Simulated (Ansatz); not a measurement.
## Electronic structure of CH3FLi (charge +1) in real space

| atom | x (Å) | y (Å) | z (Å) |
| --- | --- | --- | --- |
| Li | 0.1994 | -0.0699 | -2.5580 |
| C | -0.0483 | 0.0170 | 0.6162 |
| F | 0.0667 | -0.0244 | -0.8194 |
| H | 0.9665 | 0.0312 | 1.0034 |
| H | -0.5895 | -0.8794 | 0.9051 |
| H | -0.5948 | 0.9254 | 0.8527 |

Geometry: PBE0-D4/def2-TZVP.

Method: RKS PBE0-D4/def2-TZVPPD in Ansatz.

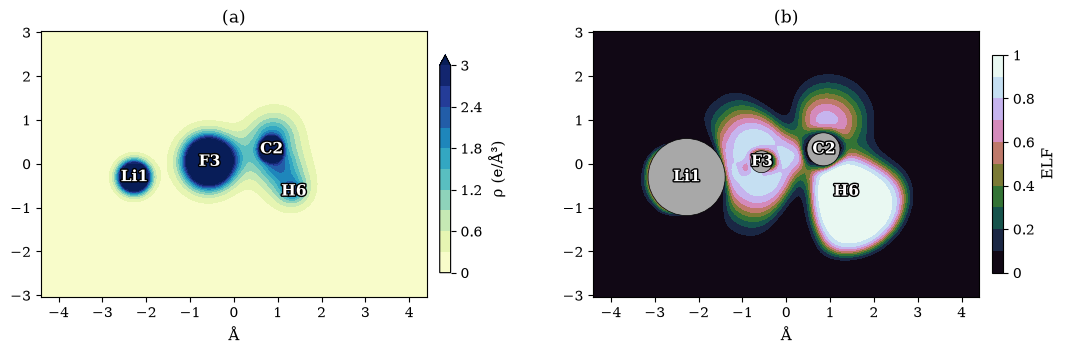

Figure 1. (a) electron density; (b) ELF on the plane of atoms F3, C2 and H6. Grey discs cover the atomic cores in the ELF map.

What does the map show?

Answer. The plane passes through Li, C, F and H nuclei. C–F (1.44 Å): the density is about 1.7 e/Å³ at the midpoint, with its minimum of 1.3 e/Å³ about 0.5 Å from C; the ELF peaks at about 0.85 between the atoms; a polar covalent bond. Li–F (1.74 Å): the density is about 0.44 e/Å³ at the midpoint; the ELF peaks at about 0.80 in the valence shell of F, 0.6 Å from its nucleus, and is about 0.35 at the midpoint: an ionic contact with no shared pair. C–H (1.09 Å): ρ is about 2.1 e/Å³ halfway; the ELF climbs to about 1 towards the hydrogen, as it does in any bond to H (a covalent bond by its length).

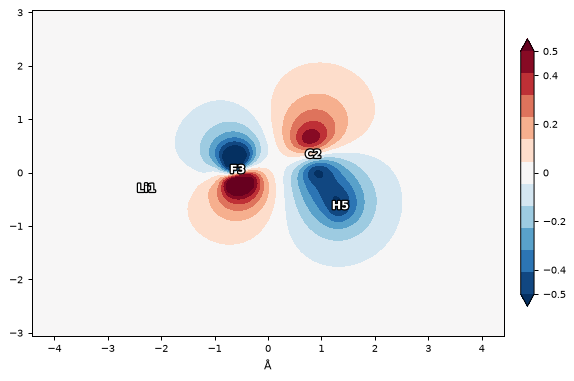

Figure 2. The HOMO on the plane of atoms F3, C2 and H5 (values in Å⁻³ᐟ²; the overall sign is arbitrary).

Where does this orbital lie, and at what energy?

Answer. It lies mainly on C2 (about 35 %), F3 (about 30 %), H6 (about 15 %), H5 (about 10 %) and H4 (about 5 %); π-antibonding (π*) across C2–F3. It is one of a degenerate set, so its orientation is arbitrary. Its energy is −15.72 eV.
